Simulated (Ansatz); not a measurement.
# triplet PH3S at 6 levels

Aim: a comparison of 6 runs (UHF/STO-3G, U-wB97M-V/STO-3G, U-wB97X/STO-3G, UBLYP/STO-3G, UCCSDT/STO-3G, UCCSD/STO-3G) of triplet PH3S. 

Program for the calculation: Ansatz 0.2.0.

47 further runs of the same task are left out: 47 set aside as unsound or not needed.

### 1 The structure to begin with

The species is PH3S (5 atoms), meant as a triplet with charge 0. As SMILES of the parent species, `[PH3]=S`. Geometry: relaxed at GFN2-xTB. That shape belongs to the parent species and isn't relaxed for this state.

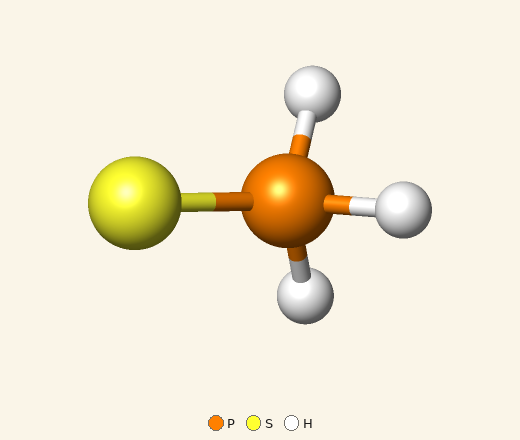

Viewed from a chosen angle; phosphorus orange, sulfur yellow, hydrogen white.

### 2 A single-point energy at UHF/STO-3G (run 1)

The input, run.yaml:

```yaml
crystal:
  periodic: [false, false, false]
  atoms:
    - symbol: P
      position_ang: [0.007920, -0.006600, 0.007660]
    - symbol: S
      position_ang: [1.261690, -0.941140, 1.111260]
    - symbol: H
      position_ang: [-1.166840, 0.461930, 0.594540]
    - symbol: H
      position_ang: [-0.532470, -0.676580, -1.089190]
    - symbol: H
      position_ang: [0.429710, 1.162380, -0.624270]
basis:
  gaussian:
    orbitals: STO-3G
hamiltonian:
  xc: hf
magnetization:
  spin_polarized: true
  initial_magnetization: 2
accuracy: high
```

Launch:

```
$ ansatz run run.yaml --threads 1 --pin off --max-ram 2610MiB --events-out events.jsonl --progress --plain --runs-dir runs
```

What it wrote:

```text
Warning: RAYON_NUM_THREADS=1 ignored (pool sized by the plan → 1); use --threads N
Functional definition: HF
  name "HF"
  exchange = exact_x
  correlation = 0
365 factors; integrals over basis functions are off by at most 2.7e-8 eV
mean field evaluation 1: about -19904.5113 eV, gradient 9.4e0 eV
mean field evaluation 2: about -19904.5987 eV, gradient 9.4e0 eV
mean field evaluation 4: about -19905.7449 eV, gradient 1.2e0 eV
mean field evaluation 8: about -19905.7870 eV, gradient 2.1e-2 eV
mean field evaluation 16: about -19905.7873 eV, gradient 1.7e-4 eV
mean field evaluation 32: about -19905.7866 eV, gradient 6.5e-4 eV
mean field evaluation 64: about -19905.7589 eV, gradient 8.3e-1 eV
mean field evaluation 96: about -19905.7882 eV, gradient 9.2e-2 eV
mean field evaluation 128: about -19905.7795 eV, gradient 2.6e-1 eV
mean field evaluation 160: about -19905.7868 eV, gradient 1.0e-6 eV
mean field -19905.78749339 eV, -731.5241977548 hartree, gradient 2.2e-8 eV, S^2 2.004511; 5 other end points of the search recorded, 0 dependent functions left out
reference -19905.78749339 eV, -731.5241977548 hartree; 18, 16 occupied and 3, 5 virtual orbitals, 365 factors
Total energy: -19905.78749339 eV, -731.5241977548 hartree
```

Run time: 0.36 s. Hardware: 1 thread of Intel Xeon 6975P-C (Granite Rapids), shared host.

### 3 A single-point energy at U-wB97M-V/STO-3G (run 2)

The input, input.yaml:

```yaml
crystal:
  periodic: [false, false, false]
  atoms:
    - symbol: P
      position_ang: [0.007920, -0.006600, 0.007660]
    - symbol: S
      position_ang: [1.261690, -0.941140, 1.111260]
    - symbol: H
      position_ang: [-1.166840, 0.461930, 0.594540]
    - symbol: H
      position_ang: [-0.532470, -0.676580, -1.089190]
    - symbol: H
      position_ang: [0.429710, 1.162380, -0.624270]
basis:
  gaussian: {orbitals: STO-3G}
magnetization: {spin_polarized: true, initial_magnetization: 2}
hamiltonian: {xc: {name: wB97M-V}}
accuracy: high
```

Launch:

```
$ ansatz run input.yaml --threads 1 --pin off --max-ram 2610MiB --events-out events.jsonl --progress --plain --runs-dir runs
```

What it wrote, cut to the lines that bear on the results:

```text
Warning: RAYON_NUM_THREADS=1 ignored (pool sized by the plan → 1); use --threads N
Functional definition: wB97M-V
  name "wB97M-V"
[...]
  gx(w, u) = 1 - cx + cx01*u + cx10*w
  gss(w, u) = css00 + css04*u^4 + css10*w + css20*w^2 + css43*w^4*u^3
  gos(w, u) = cos00 + cos10*w + (cos20 + cos21*u)*w^2 + (cos60 + cos61*u)*w^6
[...]
      + integral(e_c_pw_mod_opposite_spin*gos(b97_w_opposite, b97_u_opposite)) + vv10(b, c)
365 factors; integrals over basis functions are off by at most 2.7e-8 eV
144 factors; integrals over basis functions are off by at most 1.2e-9 eV
[...]
mean field -19940.75925557 eV, -732.8093863101 hartree, gradient 4.3e-8 eV, S^2 2.002723; 4 other end points of the search recorded, 0 dependent functions left out
reference -19940.75925785 eV, -732.8093863940 hartree; 18, 16 occupied and 3, 5 virtual orbitals, 365 factors
Total energy: -19940.75925785 eV, -732.8093863940 hartree
```

It took 70 s on 1 thread of Intel Xeon 6975P-C (Granite Rapids), shared host; peak memory 0.54 GiB.

Runs 3 to 5 aren't shown in full; the table further down has their settings and results.

### 4 The energy at UCCSD/STO-3G (run 6)

The input, run.yaml:

```yaml
basis:
  gaussian:
    orbitals: STO-3G
crystal:
  periodic: [false, false, false]
  atoms:
    - {symbol: P, position_ang: [0.007920, -0.006600, 0.007660]}
    - {symbol: S, position_ang: [1.261690, -0.941140, 1.111260]}
    - {symbol: H, position_ang: [-1.166840, 0.461930, 0.594540]}
    - {symbol: H, position_ang: [-0.532470, -0.676580, -1.089190]}
    - {symbol: H, position_ang: [0.429710, 1.162380, -0.624270]}
magnetization:
  spin_polarized: true
  initial_magnetization: 2
correlation:
  method: ccsd
  frozen_orbitals: {H: 0, P: 5, S: 5}
accuracy: high
scf:
  omitted_lower_state_checks: [cluster_reference, increment]
```

Launch:

```
$ ansatz run run.yaml --threads 1 --pin off --max-ram 2610MiB --events-out events.jsonl --progress --plain --runs-dir runs
```

What it wrote:

```text
Warning: RAYON_NUM_THREADS=1 ignored (pool sized by the plan → 1); use --threads N
[... 14 lines left out ...]
10 core orbitals not correlated: weight in the atoms' cores, before any rotation towards them, 1.000 or more for the frozen orbitals, at most 0.000 for the correlated occupied ones
[... 42 lines left out ...]
Total energy: -19907.70804898 eV, -731.5947768707 hartree
Checks for a lower state left out: cluster_reference, increment
```

It took 0.44 s on 1 thread of Intel Xeon 6975P-C (Granite Rapids), shared host.

### 5 Overview of the runs

```csv
run,level,frozen core orbitals,energy (Eh),⟨S²⟩,wall time
1,UHF/STO-3G,–,-731.524198,2.005,0.36 s
2,U-wB97M-V/STO-3G,–,-732.809386,2.003,70 s
3,U-wB97X/STO-3G,–,-732.748110,2.002,65 s
4,UBLYP/STO-3G,–,-732.672712,2.001,4.8 s
5,UCCSDT/STO-3G,10,-731.595989,2.005,0.74 s
6,UCCSD/STO-3G,10,-731.594777,2.005,0.44 s
```

### 6 Summary of results

| quantity | value |
| --- | --- |
| run 6: total energy | -731.59478 Eh |
| run 6: correlation energy (10 core orbitals frozen) | -70.6 mEh |
| run 6: ⟨S²⟩ of the reference determinant | 2.005 |
| run 6: T1 diagnostic | 0.014 |

**Reading.** Below the UHF energy at the same shape and in the same basis (STO-3G): UCCSDT -71.8 mEh; UCCSD -70.6 mEh. Totals of different functionals can't be ranked against each other. In runs 1, 2, 3, 4, 5, 6 the basis is minimal, so the values are rough. All runs together took 2.4 min, the longest 70 s.
